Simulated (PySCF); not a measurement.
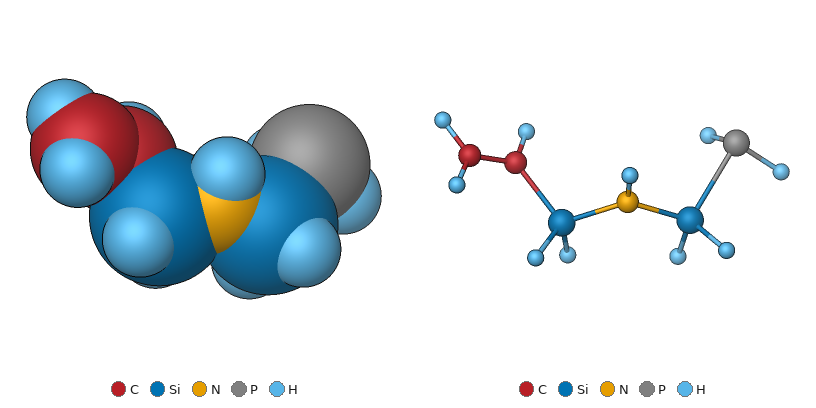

Both panels show the same species.

The geometry was computed by an optimisation with PBE0-D3(BJ)/def2-SVP. No frequency run is at hand to confirm it as a minimum.

Question: What is the molecular formula?

Answer: C₂H₁₀NPSi₂, 16 atoms: 2 carbon, 10 hydrogen, 1 nitrogen, 1 phosphorus and 2 silicon.

Question: How many bonds of each kind are drawn?

Answer: 4 Si–H, 3 C–H, 2 N–Si, 2 P–H, 1 C–C, 1 C–Si, 1 P–Si, 1 N–H.

Question: Does it have rings?

Answer: It has no ring.
